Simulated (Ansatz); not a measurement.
The calculation's input:

```
crystal:
  periodic: [false, false, false]
  atoms:
    - symbol: Cl
      position_ang: [0.657428, 1.262522, -0.546665]
    - symbol: In
      position_ang: [0.293747, 0.465997, 1.842188]
    - symbol: N
      position_ang: [-0.675948, -1.309830, 1.273983]
    - symbol: O
      position_ang: [0.925644, 1.379265, 3.408544]
    - symbol: H
      position_ang: [-1.065409, -1.224652, 0.336846]
    - symbol: H
      position_ang: [-1.416331, -1.613955, 1.903435]
basis:
  gaussian: {orbitals: def2-TZVPD}
total_charge: -1
hamiltonian: {xc: pbe0}
output: {forces: true, orbitals: {seedname: orbitals}}
```

Command:

```sh
ansatz run input.yaml --threads 2 --pin off --max-ram 4350MiB --events-out events.jsonl --progress --plain --runs-dir runs
```

Geometry: B3LYP-D3(BJ)/def2-SVPD; core potentials replace the inner electrons of In.

Method: isolated molecule in a Gaussian basis; Kohn-Sham density functional theory, functional PBE0 (Ansatz 0.2.0).

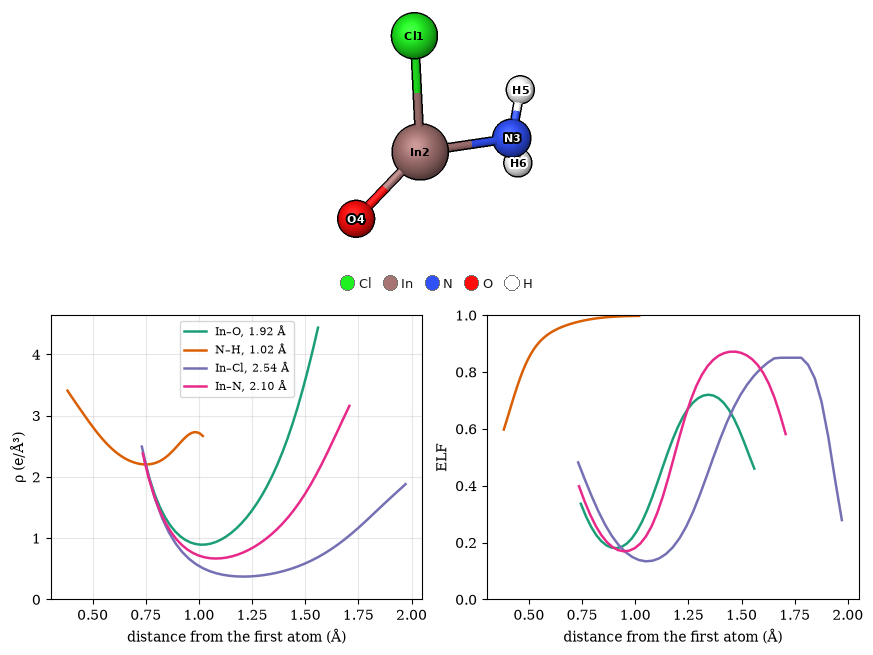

ClH₂InNO (SMILES [NH2][In]([O-])[Cl]) (charge −1). Electron density and ELF along straight lines between neighbouring atoms. The curves leave out the atomic cores. The structure is drawn too.

> What can be read from the curves?

In–O (1.92 Å): ρ at the midpoint is about 0.93 e/Å³; the ELF peaks at about 0.70 in the valence shell of O, 0.6 Å from its nucleus, and drops to about 0.20 between the two atoms.
N–H (1.02 Å): the density is about 2.8 e/Å³ at the midpoint; the ELF climbs to about 1 towards the hydrogen, as it does in any bond to H: an ordinary covalent bond to hydrogen.
In–Cl (2.54 Å): ρ at the midpoint is about 0.38 e/Å³; the ELF peaks at about 0.85 in the valence shell of Cl, 0.9 Å from its nucleus, and drops to about 0.15 between the two atoms.
In–N (2.10 Å): ρ is about 0.67 e/Å³ halfway; the ELF peaks at about 0.85 in the valence shell of N, 0.6 Å from its nucleus, and drops to about 0.15 between the two atoms.
